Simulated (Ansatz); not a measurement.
System: Gd3Al7Ag2 (amorphous cell), 12 atoms in the cell.

```
Gd Al Ag
1.0
     6.30906   -0.58712   -0.28342
    -0.93435    6.49348    0.11787
    -1.71505   -0.26024    6.33808
Gd Al Ag
3 7 2
Direct
  0.88125 0.57500 0.73427
  0.06033 0.56313 0.30159
  0.16898 0.02418 0.58284
  0.57186 0.88341 0.57268
  0.26800 0.43056 0.00263
  0.39722 0.48403 0.68861
  0.44394 0.78876 0.16579
  0.61336 0.18019 0.90222
  0.42900 0.32989 0.36560
  0.22080 0.05133 0.04021
  0.80899 0.87556 0.04551
  0.73242 0.14437 0.31905
```

Method: DFT with PBE, PAW plane waves, no spin polarisation, 3×3×3 k mesh, 420 eV cutoff (Ansatz 0.2.0).

What Bader charges does it give?

The Bader charges are Gd +0.86 e, Al from −0.56 to +0.38 e and Ag from −1.34 to −1.14 e. Summed over the cell, Gd gives up most (2.6 e) and Ag takes most (2.5 e). The charges of the Al atoms differ by up to 0.94 e, so they sit on unlike sites.

The open f shell carries no moment in this run, so this isn't likely the ground state. The atoms aren't at rest in this cell (largest force 1.4 eV/Å), so the relaxed material can differ. Spin-orbit coupling is left out, which matters for Gd.

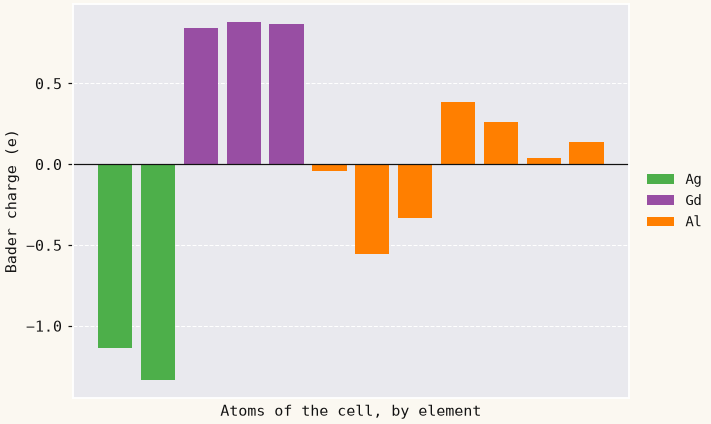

Bader charges of the atoms (positive: electrons lost).
